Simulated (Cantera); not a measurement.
Input: 1 mol Fe2O3, 670 mol H2, 34 mol N2, equilibrated at 97000 Pa.

Cantera equilibrium calculation (NASA polynomials, part measured and part estimated; ideal gas, pure solids and liquids). Candidate condensed phases: Fe, FeO, Fe(OH)2, Fe(OH)3, Fe2O3, Fe3O4, H2O; 27 gas species. The numbers say what is thermodynamically allowed, not how fast it happens.

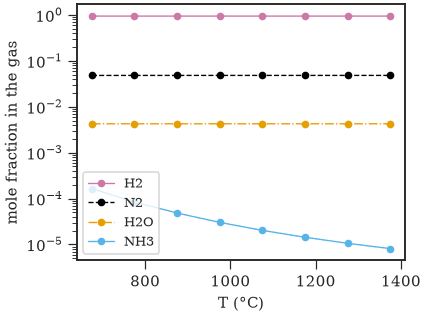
Equilibrium gas composition (values under 1e-9 drawn at 1e-9)

**Question.** Read off the mole fractions at 1275 °C.

**Answer.** H2 about 0.95, N2 about 0.048, H2O about 0.0043, NH3 about 1.1e-5.
